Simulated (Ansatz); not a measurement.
# Cu+ with C₂H₂: superposition error and deformation, part 2 of 2

Ansatz 0.2.0, Gaussian basis. Earlier steps stand in the parts before.

## 11. B3LYP-D4/def2-TZVPPD

The input, free-b/in.yaml:

```yaml
crystal:
  periodic: [false, false, false]
  atoms:
    - {symbol: C, position_ang: [0.088082, 0.637219, 0.339900]}
    - {symbol: C, position_ang: [-0.074841, -0.540140, 0.481699]}
    - {symbol: H, position_ang: [0.233004, 1.684487, 0.213778]}
    - {symbol: H, position_ang: [-0.219763, -1.587406, 0.607837]}
basis:
  gaussian: {orbitals: "def2-TZVPPD.json"}
hamiltonian: {xc: {name: B3LYP}, dispersion: d4}
```

The run is started by

```console
$ ansatz run in.yaml --threads 2 --pin off --events-out ev --progress --plain --max-ram 5222MiB
```

The program printed, cut to the lines that bear on the results:

```text
Functional definition: B3LYP
  name "B3LYP"
  cite "Stephens, Devlin, Chabalowski & Frisch, J. Phys. Chem. 98, 11623 (1994) doi:10.1021/j100096a001"
  cite "Becke, Phys. Rev. A 38, 3098 (1988) doi:10.1103/PhysRevA.38.3098"
  cite "Lee, Yang & Parr, Phys. Rev. B 37, 785 (1988) doi:10.1103/PhysRevB.37.785"
  cite "Vosko, Wilk & Nusair, Can. J. Phys. 58, 1200 (1980) doi:10.1139/p80-159"
[...]
466 factors; their error is unknown
[...]
mean field -2105.22906946 eV, -77.3657413270 hartree, gradient 1.2e-5 eV, S^2 0.000000; 0 other end points of the search recorded, 0 dependent functions left out
reference -2105.22925514 eV, -77.3657481509 hartree; 7, 7 occupied and 101, 101 virtual orbitals, 466 factors
Total energy: -2105.27721690 eV, -77.3675107129 hartree
```

Wall time 0.8 s (2 threads of Intel Xeon Platinum 8375C at 2.90GHz, shared host).

## 12. wB97X-V/def2-TZVPPD

Changes to free-b/in.yaml since step 11:

```diff
@@ -9,2 +9,2 @@
   gaussian: {orbitals: "def2-TZVPPD.json"}
-hamiltonian: {xc: {name: B3LYP}, dispersion: d4}
+hamiltonian: {xc: {name: wB97X-V}}
```

The run is started by

```console
$ ansatz run in.yaml --threads 2 --pin off --events-out ev --progress --plain --max-ram 5222MiB
```

The program printed, cut to the lines that bear on the results:

```text
[... 5 set-up lines as earlier in the session ...]
[...]
      + integral(e_c_pw_opposite_spin*poly(b97_u_opposite, cos0, cos1)) + vv10(b, c)
466 factors; their error is unknown
146 factors; integrals over basis functions are off by at most 7.7e-5 eV
[...]
mean field -2104.32801062 eV, -77.3326280256 hartree, gradient 7.4e-6 eV, S^2 0.000000; 0 other end points of the search recorded, 0 dependent functions left out
reference -2104.32800933 eV, -77.3326279780 hartree; 7, 7 occupied and 101, 101 virtual orbitals, 466 factors
Total energy: -2104.32800933 eV, -77.3326279780 hartree
```

It took 2 s on 2 threads of Intel Xeon Platinum 8375C at 2.90GHz, shared host.

## 13. wB97M-V/def2-TZVPPD

Changes to free-b/in.yaml since step 12:

```diff
@@ -9,2 +9,2 @@
   gaussian: {orbitals: "def2-TZVPPD.json"}
-hamiltonian: {xc: {name: wB97X-V}}
+hamiltonian: {xc: {name: wB97M-V}}
```

The run is started by

```console
$ ansatz run in.yaml --threads 2 --pin off --events-out ev --progress --plain --max-ram 5222MiB
```

The program printed, cut to the lines that bear on the results:

```text
[... 5 set-up lines as earlier in the session ...]
  # Of w^i u^j: cxij and so on, Table III.
[...]
  gx(w, u) = 1 - cx + cx01*u + cx10*w
  gss(w, u) = css00 + css04*u^4 + css10*w + css20*w^2 + css43*w^4*u^3
  gos(w, u) = cos00 + cos10*w + (cos20 + cos21*u)*w^2 + (cos60 + cos61*u)*w^6
[...]
      + integral(e_c_pw_mod_opposite_spin*gos(b97_w_opposite, b97_u_opposite)) + vv10(b, c)
466 factors; their error is unknown
146 factors; integrals over basis functions are off by at most 7.7e-5 eV
[...]
mean field -2104.13209495 eV, -77.3254282575 hartree, gradient 1.3e-5 eV, S^2 0.000000; 0 other end points of the search recorded, 0 dependent functions left out
reference -2104.13212789 eV, -77.3254294680 hartree; 7, 7 occupied and 101, 101 virtual orbitals, 466 factors
Total energy: -2104.13212789 eV, -77.3254294680 hartree
```

Wall time 1.8 s (2 threads of Intel Xeon Platinum 8375C at 2.90GHz, shared host).

## 14. B2PLYP/def2-TZVPPD

Changes to free-b/in.yaml since step 13:

```diff
@@ -9,2 +9,2 @@
   gaussian: {orbitals: "def2-TZVPPD.json"}
-hamiltonian: {xc: {name: wB97M-V}}
+hamiltonian: {xc: {name: B2PLYP}}
```

The run is started by

```console
$ ansatz run in.yaml --threads 2 --pin off --events-out ev --progress --plain --max-ram 5222MiB
```

The program printed, cut to the lines that bear on the results:

```text
[... 5 set-up lines as earlier in the session ...]
[...]
630 factors; integrals over basis functions are off by at most 8.5e-4 eV
[...]
mean field -2100.43903646 eV, -77.1897108613 hartree, gradient 6.2e-6 eV, S^2 0.000000; 0 other end points of the search recorded, 0 dependent functions left out
2 core orbitals not correlated: weight in the atoms' cores, before any rotation towards them, 1.000 or more for the frozen orbitals, at most 0.000 for the correlated occupied ones
reference -2100.43915171 eV, -77.1897150966 hartree; 5, 5 occupied and 101, 101 virtual orbitals, 630 factors
second order -10.44146648 eV of doubles, -0.00000000 eV of singles
Total energy: -2103.25834766 eV, -77.2933186368 hartree
```

It took 1.4 s on 2 threads of Intel Xeon Platinum 8375C at 2.90GHz, shared host.

## 15. BLYP-D4/def2-TZVPPD

Changes to free-b/in.yaml since step 14:

```diff
@@ -9,2 +9,2 @@
   gaussian: {orbitals: "def2-TZVPPD.json"}
-hamiltonian: {xc: {name: B2PLYP}}
+hamiltonian: {xc: {name: BLYP}, dispersion: d4}
```

The run is started by

```console
$ ansatz run in.yaml --threads 2 --pin off --events-out ev --progress --plain --max-ram 5222MiB
```

The program printed, cut to the lines that bear on the results:

```text
Functional definition: BLYP
  name "BLYP"
[... 2 set-up lines as earlier in the session ...]
  parameter beta = 0.0042
  parameter a = 0.04918
  parameter b = 0.132
  parameter c = 0.2533
  parameter d = 0.349
  exchange = b88_x(beta = beta)
  correlation = lyp_c(a = a, b = b, c = c, d = d)
466 factors; their error is unknown
mean field evaluation 1: about -2097.5713 eV, gradient 5.2e1 eV
mean field evaluation 2: about -2089.1422 eV, gradient 7.5e1 eV
mean field evaluation 4: about -2104.3727 eV, gradient 6.2e-1 eV
mean field evaluation 8: about -2104.3579 eV, gradient 6.6e-3 eV
mean field -2104.35789661 eV, -77.3337263156 hartree, gradient 7.3e-6 eV, S^2 0.000000; 0 other end points of the search recorded, 0 dependent functions left out
reference -2104.35815039 eV, -77.3337356417 hartree; 7, 7 occupied and 101, 101 virtual orbitals, 466 factors
Total energy: -2104.42776327 eV, -77.3362938677 hartree
```

It took 0.65 s on 2 threads of Intel Xeon Platinum 8375C at 2.90GHz, shared host.

## 16. revPBE-D4/def2-TZVPPD

Changes to free-b/in.yaml since step 15:

```diff
@@ -9,2 +9,2 @@
   gaussian: {orbitals: "def2-TZVPPD.json"}
-hamiltonian: {xc: {name: BLYP}, dispersion: d4}
+hamiltonian: {xc: {name: revPBE}, dispersion: d4}
```

The run is started by

```console
$ ansatz run in.yaml --threads 2 --pin off --events-out ev --progress --plain --max-ram 5222MiB
```

The program printed, cut to the lines that bear on the results:

```text
Functional definition: revPBE
  name "revPBE"
  cite "Zhang & Yang, Phys. Rev. Lett. 80, 890 (1998) doi:10.1103/PhysRevLett.80.890"
[... 1 set-up line as earlier in the session ...]
  parameter kappa = 1.245
[... 3 set-up lines as earlier in the session ...]
466 factors; their error is unknown
mean field evaluation 1: about -2098.5610 eV, gradient 4.9e1 eV
mean field evaluation 2: about -2092.5763 eV, gradient 6.6e1 eV
mean field evaluation 4: about -2104.5438 eV, gradient 5.3e-1 eV
mean field evaluation 8: about -2104.5294 eV, gradient 5.9e-3 eV
mean field -2104.52937389 eV, -77.3400279892 hartree, gradient 7.5e-5 eV, S^2 0.000000; 0 other end points of the search recorded, 0 dependent functions left out
reference -2104.52941012 eV, -77.3400293205 hartree; 7, 7 occupied and 101, 101 virtual orbitals, 466 factors
Total energy: -2104.64480809 eV, -77.3442701177 hartree
```

Wall time 0.65 s (2 threads of Intel Xeon Platinum 8375C at 2.90GHz, shared host).

## 17. B97M-V/def2-TZVPPD

Changes to free-b/in.yaml since step 16:

```diff
@@ -9,2 +9,2 @@
   gaussian: {orbitals: "def2-TZVPPD.json"}
-hamiltonian: {xc: {name: revPBE}, dispersion: d4}
+hamiltonian: {xc: {name: B97M-V}}
```

The run is started by

```console
$ ansatz run in.yaml --threads 2 --pin off --events-out ev --progress --plain --max-ram 5222MiB
```

The program printed, cut to the lines that bear on the results:

```text
[... 5 set-up lines as earlier in the session ...]
  # Of w^i u^j: cxij and so on, Table III.
[...]
  gx(w, u) = cx00 + cx01*u + cx02*u^2 + (cx10 + cx11*u)*w
  gss(w, u) = css00 + css02*u^2 + css10*w + (css32*w^3 + css42*w^4)*u^2
  gos(w, u) = cos00 + cos01*u + cos03*u^3 + cos10*w + cos32*w^3*u^2
[...]
      + integral(e_c_pw_mod_opposite_spin*gos(b97_w_opposite, b97_u_opposite)) + vv10(b, c)
466 factors; their error is unknown
[...]
mean field -2105.06364676 eV, -77.3596621549 hartree, gradient 1.8e-5 eV, S^2 0.000000; 0 other end points of the search recorded, 0 dependent functions left out
reference -2105.06368647 eV, -77.3596636142 hartree; 7, 7 occupied and 101, 101 virtual orbitals, 466 factors
Total energy: -2105.06368647 eV, -77.3596636142 hartree
```

Wall time 1.6 s (2 threads of Intel Xeon Platinum 8375C at 2.90GHz, shared host).

## 18. HSE06-D4/def2-TZVPPD

Changes to free-b/in.yaml since step 17:

```diff
@@ -9,2 +9,2 @@
   gaussian: {orbitals: "def2-TZVPPD.json"}
-hamiltonian: {xc: {name: B97M-V}}
+hamiltonian: {xc: hse06, dispersion: d4}
```

The run is started by

```console
$ ansatz run in.yaml --threads 2 --pin off --events-out ev --progress --plain --max-ram 5222MiB
```

The program printed, cut to the lines that bear on the results:

```text
Functional definition: HSE06
  name "HSE06"
  cite "Heyd, Scuseria & Ernzerhof, J. Chem. Phys. 118, 8207 (2003) doi:10.1063/1.1564060"
  cite "Krukau, Vydrov, Izmaylov & Scuseria, J. Chem. Phys. 125, 224106 (2006) doi:10.1063/1.2404663"
  cite "Heyd & Scuseria, J. Chem. Phys. 120, 7274 (2004) doi:10.1063/1.1668634"
  cite "Ernzerhof & Perdew, J. Chem. Phys. 109, 3313 (1998) doi:10.1063/1.476928"
[... 2 set-up lines as earlier in the session ...]
[...]
  # The whole range is PBE's own exchange, as in plane waves. The composition of these papers is wPBEh.
[...]
466 factors; their error is unknown
48 factors; integrals over basis functions are off by at most 1.1e-4 eV
[...]
mean field -2102.14718460 eV, -77.2524841476 hartree, gradient 6.1e-6 eV, S^2 0.000000; 0 other end points of the search recorded, 0 dependent functions left out
reference -2102.14721207 eV, -77.2524851569 hartree; 7, 7 occupied and 101, 101 virtual orbitals, 466 factors
Total energy: -2102.16925067 eV, -77.2532950605 hartree
```

It took 1 s on 2 threads of Intel Xeon Platinum 8375C at 2.90GHz, shared host.

## 19. CCSD(T)/def2-TZVPPD

Changes to free-b/in.yaml since step 18:

```diff
@@ -9,2 +9,2 @@
   gaussian: {orbitals: "def2-TZVPPD.json"}
-hamiltonian: {xc: hse06, dispersion: d4}
+correlation: {method: ccsd_t}
```

The run is started by

```console
$ ansatz run in.yaml --threads 2 --pin off --events-out ev --progress --plain --max-ram 5222MiB
```

The program printed, cut to the lines that bear on the results:

```text
[... 4 set-up lines as earlier in the session ...]
[...]
630 factors; integrals over basis functions are off by at most 8.5e-4 eV
[...]
mean field -2091.26096515 eV, -76.8524229616 hartree, gradient 2.9e-6 eV, S^2 0.000000; 0 other end points of the search recorded, 0 dependent functions left out
2 core orbitals not correlated: weight in the atoms' cores, before any rotation towards them, 1.000 or more for the frozen orbitals, at most 0.000 for the correlated occupied ones
reference -2091.26096515 eV, -76.8524229616 hartree; 5, 5 occupied and 101, 101 virtual orbitals, 630 factors
second order -8.40275831 eV of doubles, -0.00000000 eV of singles
cycle   1  -8.41672886 eV  change   -1.4e-2 eV  update   7.1e-2
[...]
cycle   9  -8.73853115 eV  change    1.8e-6 eV  update   3.1e-6
perturbative correction -0.44269606 eV, -0.0162687802 hartree
Total energy: -2100.44219236 eV, -77.1898268385 hartree
```

It took 2.3 s on 2 threads of Intel Xeon Platinum 8375C at 2.90GHz, shared host.

## 20. The split

```csv
method,interaction with counterpoise (kJ/mol),without,superposition error,deformation,binding energy
PBE-D4,-233.07,-235.55,2.48,6.12,-226.94
revPBE-D4,-215.60,-218.13,2.53,5.59,-210.01
BLYP-D4,-219.32,-221.96,2.64,6.58,-212.74
r2SCAN-D4,-235.27,-237.25,1.98,8.97,-226.29
B97M-V,-224.60,-226.70,2.10,10.64,-213.96
PBE0-D4,-201.56,-203.76,2.20,9.54,-192.02
B3LYP-D4,-197.79,-200.18,2.39,9.55,-188.24
HSE06-D4,-200.97,-203.15,2.18,9.46,-191.51
wB97X-V,-188.78,-190.94,2.16,9.82,-178.96
wB97M-V,-187.62,-189.69,2.07,10.00,-177.62
B2PLYP,-183.41,-187.93,4.52,8.21,-175.20
Hartree-Fock,-92.51,-94.42,1.91,16.16,-76.36
MP2,-172.36,-181.26,8.90,6.03,-166.33
CCSD,-143.88,-151.62,7.74,8.03,-135.85
CCSD(T),-155.32,-164.69,9.37,6.16,-149.16
```

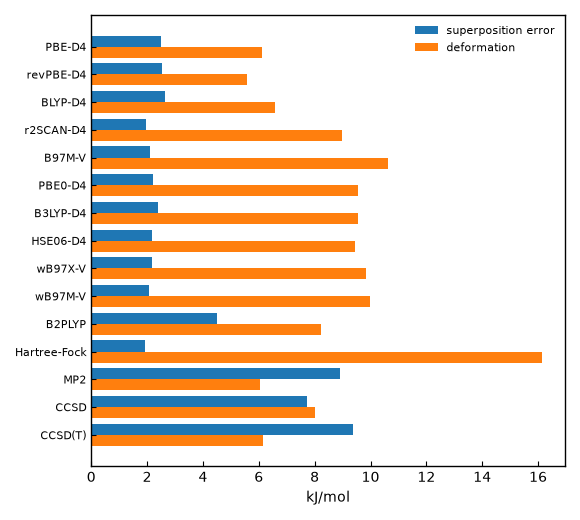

Superposition error and deformation energy by method.

## 21. Outcome

What follows sums up all 2 parts.

| quantity | value |
| --- | --- |
| interaction, CCSD(T) | -155.32 kJ/mol |
| superposition error | 9.37 kJ/mol |
| deformation | 6.16 kJ/mol |
| binding energy | -149.16 kJ/mol |

In words: In this basis the superposition error is 9.37 kJ/mol for CCSD(T) and 2.28 kJ/mol on average for the plain functionals: correlated methods borrow far more, since they need many more functions to converge. Deformation takes back 4 % of the interaction.
